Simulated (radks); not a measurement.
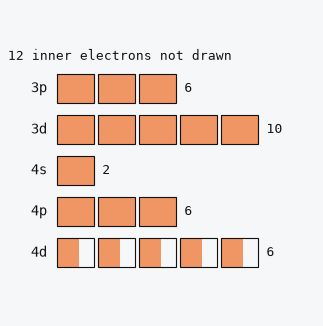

Fig. 1: The outer shells as the input fills them: a box for each of the 2l + 1 orbitals, shaded by the share of the shell that is filled, with the electron count at the right.

# Run report: Ru²⁺, atomic calculation

The Ru²⁺ ion in the configuration [Kr] 4d6 (high spin). Computed at this level: scalar-relativistic Kohn-Sham, r2SCAN, spin-polarised, spherical densities, finite nucleus (the in-house radial solver radks).

## The program's output
```
1s      1   1.0000        -808.60043520
2s      1   1.0000        -117.37953214
2p      1   3.0000        -105.10185570
3s      1   1.0000         -21.48141343
3p      1   3.0000         -17.41277092
3d      1   5.0000         -10.88829209
4s      1   1.0000          -3.67523281
4p      1   3.0000          -2.54582603
4d      1   5.0000          -0.94258610
1s      2   1.0000        -808.60137761
2s      2   1.0000        -117.34798861
2p      2   3.0000        -105.07894378
3s      2   1.0000         -21.47302191
3p      2   3.0000         -17.40107633
3d      2   5.0000         -10.86400427
4s      2   1.0000          -3.54496101
4p      2   3.0000          -2.40468634
4d      2   1.0000          -0.79698643
Etot -4530.515288152118
Ekin 4685.112008690108
Encl -10898.296664506433
Eh 1816.121228724653
Exc -133.4518610604456
err 2.378844594983365e-06
it 12
```

## Orbitals

```
orbital  occupation  energy (eV)  ⟨r⟩ (bohr)  outer maximum (bohr)
1s down           1     −22003.2     0.03344                0.0217
  1s up           1     −22003.1     0.03344                0.0217
  2s up           1      −3194.1      0.1456                 0.123
2s down           1      −3193.2      0.1456                 0.123
  2p up           3      −2860.0      0.1270                0.0983
2p down           3      −2859.3      0.1270                0.0983
  3s up           1     −584.539      0.4016                 0.361
3s down           1     −584.311      0.4017                 0.361
  3p up           3     −473.826      0.4023                 0.354
3p down           3     −473.507      0.4024                 0.355
  3d up           5     −296.286      0.3841                 0.302
3d down           5     −295.625      0.3841                 0.302
  4s up           1     −100.008       1.023                 0.919
4s down           1      −96.463       1.017                 0.913
  4p up           3      −69.275       1.126                 0.986
4p down           3      −65.435       1.120                 0.979
  4d up           5      −25.649       1.503                  1.19
4d down           1      −21.687       1.541                  1.19
```

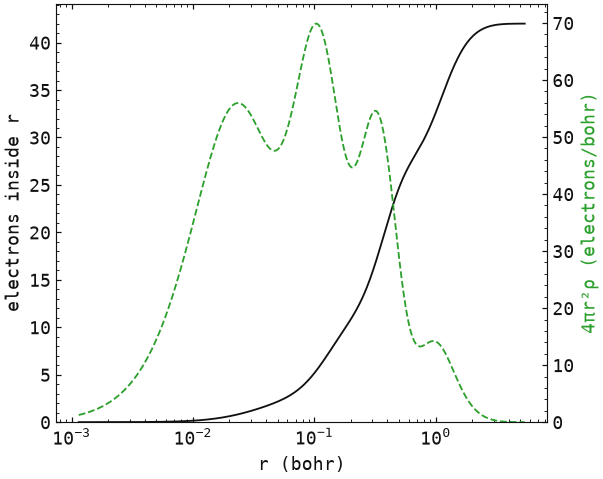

Fig. 2: The number of electrons inside radius r (solid) and the radial density 4πr²ρ (dashed). The count levels off at 42 electrons. Half of them lie within 0.401 bohr, 90 % within 1.45 bohr and 99 % within 2.59 bohr. The radial density has minima at 0.0468, 0.206 and 0.746 bohr, where the count stands at 2.0, 11.1 and 29.1; these part the shells that the density resolves.

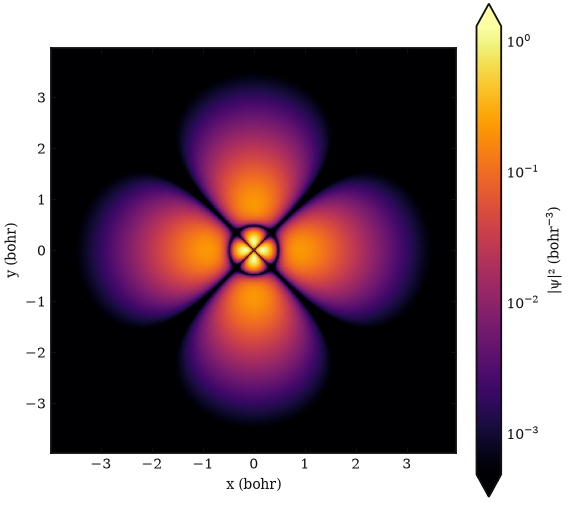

Fig. 3: One occupied orbital of up spin is shown. In the xy plane through the nucleus, the colour gives |ψ|² on a logarithmic scale. The radial function comes from the spherical calculation and is multiplied by a real spherical harmonic; the overall sign is chosen so that the largest lobe of P(r) is positive; at the scalar-relativistic level it is the large component. It is 4d(x²−y²) of up spin. It has two nodal planes at 45° to x and y and 1 radial node, at r = 0.484 bohr. The outermost maximum of P² lies at 1.19 bohr, ⟨r⟩ = 1.50 bohr, 90 % of the charge lies within 2.35 bohr, and the eigenvalue is −25.6 eV, with 5 electrons in the shell for this spin.

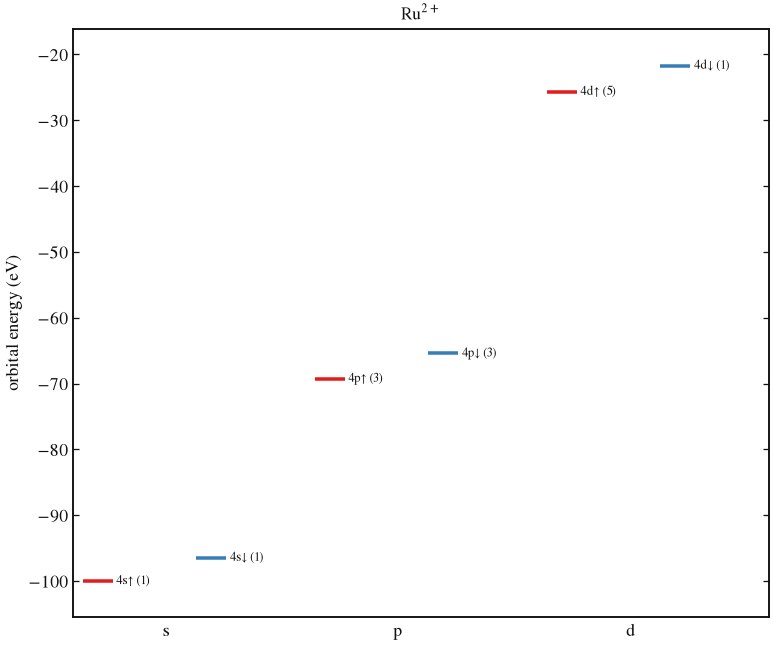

Fig. 4: The outer levels are drawn by angular momentum (occupations in brackets, up spins at the left of each column and down spins at the right). The highest occupied level is 4d down at −21.7 eV. From the top down the occupied levels run 4d down (−21.7 eV), 4d up (−25.6 eV), 4p down (−65.4 eV), 4p up (−69.3 eV), 4s down (−96.5 eV), 4s up (−100.0 eV). The largest exchange splitting (down less up) among the shells drawn in both spins is that of 4d, 3.96 eV. The semi-empirical ionisation energy (NIST) is 28.5 eV; minus the highest level, 21.7 eV, lies 24 % below it, as is usual for a semilocal functional, whose potential decays too fast.

## Input file
```
Z 44
configuration [Kr] 4d6
relativity scalar-relativistic
functional r2scan,r2scan
spin polarised
nucleus finite rms 4.4809 fm
c 137.035999084
```

Energies in input and log are in hartree, lengths in bohr (the nuclear radius in fm).

## Key numbers

| quantity | value |
| --- | --- |
| outcome | converged |
| total energy | −4530.5153 hartree |
| kinetic energy | 4685.1120 hartree |
| electron–nucleus energy | −10898.2967 hartree |
| Hartree energy | 1816.1212 hartree |
| exchange–correlation energy | −133.451861 hartree |
| radius at density 0.001 e/bohr³ | 3.45 bohr |
| SCF iterations | 12 |
| hardware | 1 CPU thread, shared host |
